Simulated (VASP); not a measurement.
Band structure of SnS₂ (1T layered). Calculation: PBEsol GGA, VASP's PBE PAW potentials (set 64) (plane waves; VASP).

Without a dispersion term in the relaxation, distances and binding between the weakly bound layers, chains or molecules are unreliable, and so is what depends on them. Unless said otherwise, spin-orbit coupling is left out, though it shifts the bands of the heavy elements here.

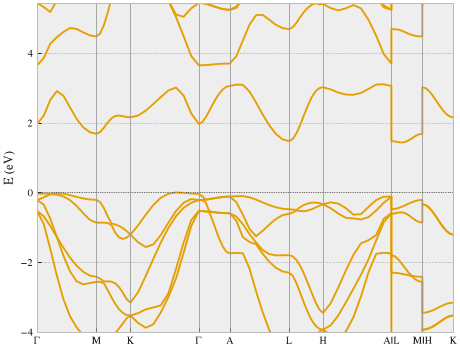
Bands along high-symmetry lines, zero at the valence-band maximum or, without a gap, the Fermi level

**Question.** Read the plot: is there a gap, and where are the band edges?

**Answer.** The gap is indirect, 1.43 eV, from the valence maximum at K-Γ at 0.67 to the conduction minimum at L-M at 0.33. (Edges off the drawn lines would not show.)

Measured: gap 2.18 eV (computed value off by -0.75 eV), as given by Joseph M. Gonzalez et al., Physical Review B (2016), arXiv:1609.04381.

The compound is SnS2 in the 1T layered structure. It was relaxed first.
